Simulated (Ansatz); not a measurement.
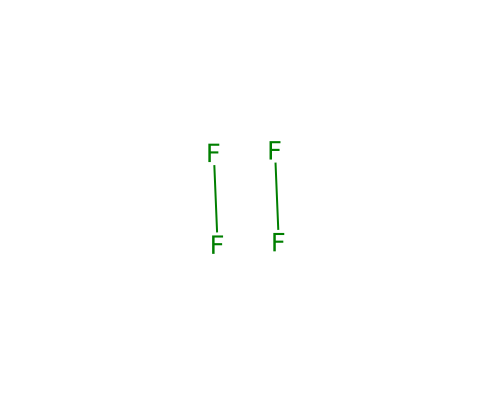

Simulated data, not a measurement (program: Ansatz).

Skeletal drawing of a molecule.

Question: Write the SMILES.

Answer: FF.FF

Question: What is the molecular formula?

Answer: F4.

Question: An optimisation with PBE-D4/def2-SVP gave a structure of which point group?

Answer: Cs.
